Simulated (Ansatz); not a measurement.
**Run report: C$_{4}$H$_{10}$AlF, single-point calculation**

C$_{4}$H$_{10}$AlF, multiplicity 2, SMILES C[CH2][Al]([F])[CH2]C, set up with UKS B97/def2-mTZVPP (Ansatz 0.2.0).

The geometry comes from this level: PBE0-D4/def2-TZVP.

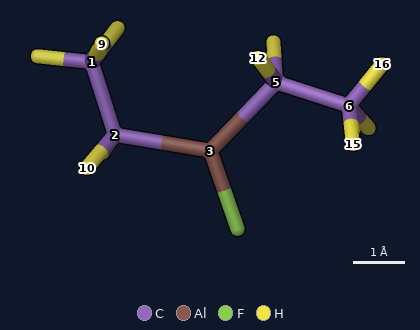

*The input geometry (stick view, seen at a tilt; atoms are numbered from 1 in the order of the input). Sticks mark near contacts.*

### Input
```yaml
crystal:
  periodic: [false, false, false]
  atoms:
    - {symbol: C, position_ang: [1.474656, -2.033405, 0.035104]}
    - {symbol: C, position_ang: [1.183915, -1.172571, -1.194773]}
    - {symbol: Al, position_ang: [-0.009426, 0.344301, -0.895496]}
    - {symbol: F, position_ang: [-0.354938, 1.300931, -2.207349]}
    - {symbol: C, position_ang: [-0.822888, 0.822407, 0.814409]}
    - {symbol: C, position_ang: [-1.730223, 2.052092, 0.826008]}
    - {symbol: H, position_ang: [0.561483, -2.466030, 0.453325]}
    - {symbol: H, position_ang: [2.147676, -2.864978, -0.193842]}
    - {symbol: H, position_ang: [1.942562, -1.453500, 0.835568]}
    - {symbol: H, position_ang: [2.119039, -0.785910, -1.619934]}
    - {symbol: H, position_ang: [0.754217, -1.785668, -1.997330]}
    - {symbol: H, position_ang: [-0.008104, 0.942505, 1.541856]}
    - {symbol: H, position_ang: [-1.370697, -0.059589, 1.174144]}
    - {symbol: H, position_ang: [-2.573376, 1.937075, 0.140638]}
    - {symbol: H, position_ang: [-1.194443, 2.951025, 0.511808]}
    - {symbol: H, position_ang: [-2.142353, 2.248514, 1.820364]}
basis:
  gaussian: {orbitals: def2-mTZVPP}
magnetization: {spin_polarized: true, initial_magnetization: 1}
hamiltonian: {xc: {name: B97}}
accuracy: high
output: {forces: true}
```

Hardware: 4 threads of Arm Neoverse V1, 23 GiB of memory available, shared host.

Launched with:
```bash
ansatz run in.yaml --threads 4 --pin off --events-out ev --progress --plain --max-ram 11315MiB
```

### What the program printed
```
Error: a molecule whose nuclei and cores have a total charge of 56 cannot have a net charge of 0 together with 1 unpaired electrons
```

### What the run reported

| quantity | value |
| --- | --- |
| outcome | refused by the program |

### Diagnosis

The input was spoiled on purpose: the charge and multiplicity don't fit the number of electrons. The program refused the input: “a molecule whose nuclei and cores have a total charge of 56 cannot have a net charge of 0 together with 1 unpaired electrons”
